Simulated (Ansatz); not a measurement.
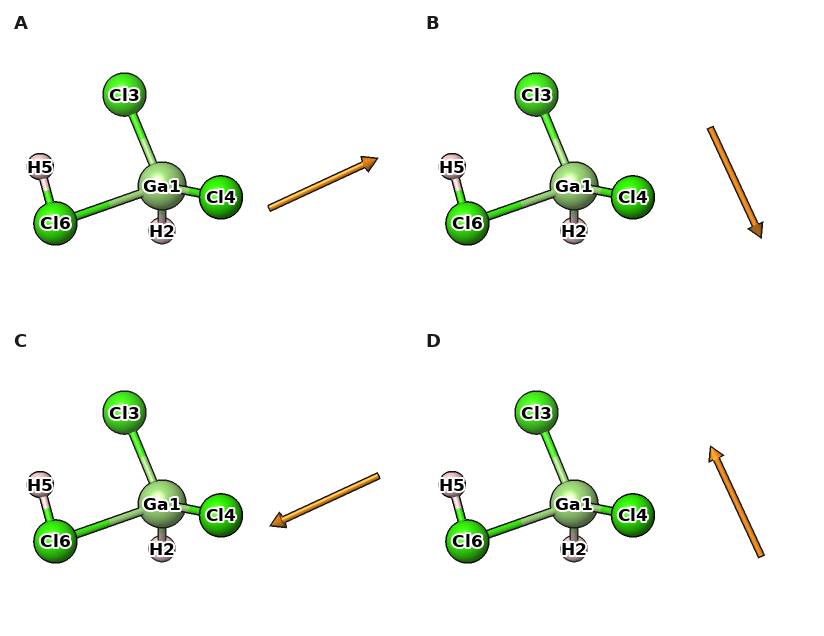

The same molecule four times, each with an arrow. The computed structure is the end point of a PBE0-D4/def2-TZVP optimisation. Method: RKS PBE0-D4/def2-TZVP (Ansatz 0.2.0).

### Which arrow points along the dipole moment, from the negative to the positive end?

C. The dipole moment is 2.49 D; it points from the side of Cl4 to the side of Cl6 (the outermost atoms at the two ends).
